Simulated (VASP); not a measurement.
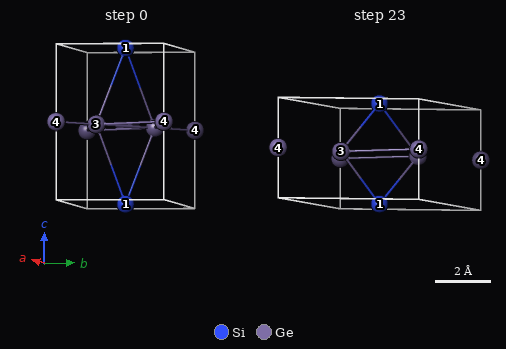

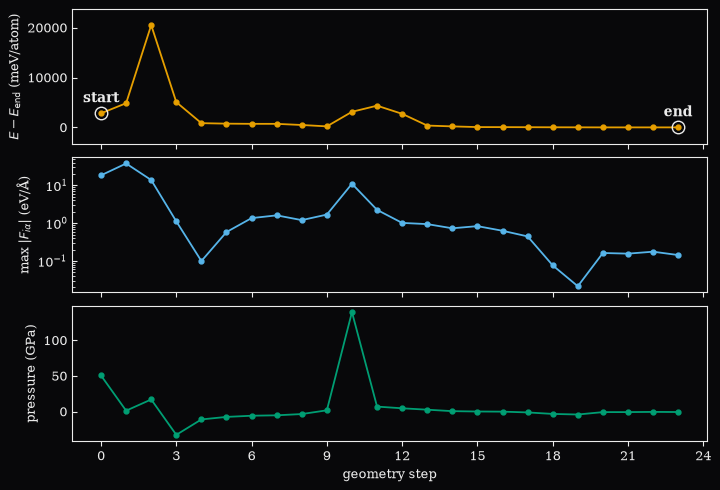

First and last geometry of a relaxation of crystalline SiGe₃ (a generated structure, set up in Cmmm), with the history of the run. A ball-and-stick model of the cell of the calculation, seen from a free direction.

The run lets cell and atoms move.

All numbers below come from VASP 6.6.1, Kohn-Sham DFT of a periodic cell, PBE, VASP PAW PBE potentials, recommended.

The input:
```
SYSTEM = SiGe3
PREC = Normal
ENCUT = 520
EDIFF = 1E-4
ISMEAR = 0
SIGMA = 0.15
LREAL = .False.
LASPH = .True.
NELM = 60
ALGO = Fast
ISIF = 3
LWAVE = .False.
LCHARG = .False.
GGA = PE
IBRION = 2
NSW = 24
EDIFFG = -0.08
```

Command:
```bash
cat potpaw_PBE.64/Si/POTCAR potpaw_PBE.64/Ge_d/POTCAR > POTCAR
mpirun -np 1 vasp_std > vasp.out
```

Q: What do the curves and the structures tell?

A: The relaxation stopped without meeting its thresholds, so the last structure isn't shown to be converged. After 23 geometry steps the energy has fallen by 2819 meV per atom. The largest force component goes from 18 to 0.14 eV/Å. Pressure: 50.57 GPa at the start and −0.68 GPa at the end. The largest moves relative to the cell, 0.19 Å, are those of Ge atoms. Si stays in place. The volume changes by −3.8 %, with a = b 3.937 → 5.181 Å (+31.6 %), c 5.725 → 3.682 Å (−35.7 %), γ 105.0° → 123.4°. Some distances before and after: Ge–Ge 1.808 → 2.827 Å, Ge–Ge 2.633 → 3.470 Å, Ge–Si 3.151 → 2.530 Å, Ge–Ge 2.734 → 3.007 Å. Bonds break, among them: Ge–Ge (1.81 → 2.83 Å). Bond angles that change, for instance: Ge–Ge–Ge 156.8° → 132.0°. The space group stays Cmmm (No. 65). At step 2 the optimiser overshot: the energy rose above the start, and later steps came back. It ran on 1 thread of Intel(R) Xeon(R) Platinum 8375C CPU @ 2.90GHz (Ice Lake), on a shared host.
